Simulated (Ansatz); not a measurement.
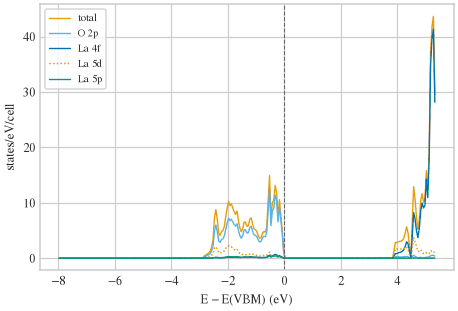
Figure. Total and projected density of states of La₂O₃ (La2O3 or Ni2Al3 type, space group No. 164), the program Ansatz at the PBE level (PAW)

**Question.** Which orbitals carry the states next to the gap?

**Answer.** Top 1 eV of the valence band: O 2p 85 %, La 5d 6 %. Bottom 1 eV of the conduction band: La 4f 56 %, La 5d 36 %, O 2p 5 %. Projections are on Löwdin-orthogonalised atomic valence shells; empty p or d shells of many metals are not among them.

**Question.** Where is the tallest occupied peak in this window, and what makes it?

**Answer.** Near -0.5 eV, about 15 states/eV per cell; the largest projected share is O 2p.

Space group P-3m1 (La2O3 or Ni2Al3 type). The PBE relaxation kept the symmetry of its start. Spin–orbit coupling is left out wherever it is not named.

Potentials: the later of the program's two PAW sets.
